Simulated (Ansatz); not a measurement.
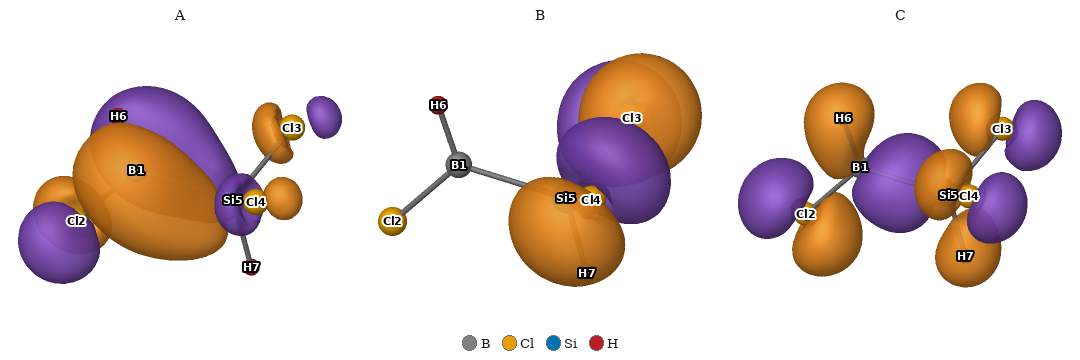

BCl3H2Si. Three frontier orbitals at ±0.1 Å⁻³ᐟ² (orange and purple are the two phases), in no order.

Geometry: PBE0-D4/def2-SVP.

Computed with Ansatz, isolated molecule in a Gaussian basis; Kohn-Sham density functional theory, functional PBE0.

The calculation's input:

```
crystal:
  periodic: [false, false, false]
  atoms:
    - symbol: B
      position_ang: [-0.503000, -0.043907, 0.527937]
    - symbol: Cl
      position_ang: [-1.998976, -0.641992, 1.180393]
    - symbol: Cl
      position_ang: [0.900379, -0.317868, -2.425257]
    - symbol: Cl
      position_ang: [2.523123, -1.304283, 0.375818]
    - symbol: Si
      position_ang: [0.689031, -1.227736, -0.578938]
    - symbol: H
      position_ang: [-0.204422, 1.099982, 0.759528]
    - symbol: H
      position_ang: [0.235452, -2.624280, -0.807950]
basis:
  gaussian:
    orbitals: def2-TZVPD
total_charge: 0
hamiltonian:
  xc: pbe0
output: {forces: true, orbitals: {seedname: orbitals}}
```

Launched as:

```sh
ansatz run input.yaml --threads 2 --pin off --max-ram 5220MiB --events-out events.jsonl --progress --plain --runs-dir runs
```

### Which picture is the HOMO−1, the HOMO and the LUMO?

B is the HOMO−1 (−9.44 eV). By Hirshfeld shares it lies mainly on Cl4 (about 45 %) and Cl3 (about 45 %); largely a combination of lone pairs on Cl4 and Cl3. C is the HOMO (−8.25 eV). It lies mainly on Cl2 (about 25 %), B1 (about 20 %), Si5 (about 20 %), Cl3 (about 10 %), Cl4 (about 10 %) and H6 (about 5 %). A is the LUMO (−2.82 eV). Its weight (Hirshfeld) is mainly on B1 (about 50 %), Cl2 (about 20 %) and Si5 (about 15 %).

### What is the HOMO–LUMO gap?

5.43 eV between the orbital energies.
